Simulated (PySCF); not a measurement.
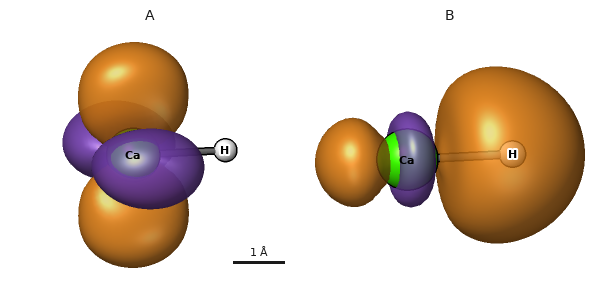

CaH (charge +1). Two frontier orbitals, each drawn at the value that holds 80 % of its norm (orange and purple are the two phases), in no order; of a degenerate pair one member is drawn.

All numbers below come from PBE0/aug-pcseg-1, non-relativistic, at a bond length of 1.873 Å in PySCF 2.14.0.

Question: Label each orbital by symmetry, say whether it is occupied, and order them by energy.

Answer: Orbital B: σ, occupied, −11.83 eV; shared between the atoms (Ca 40 %, H 60 %).
Orbital A: δ, empty, −5.98 eV; almost wholly on Ca.
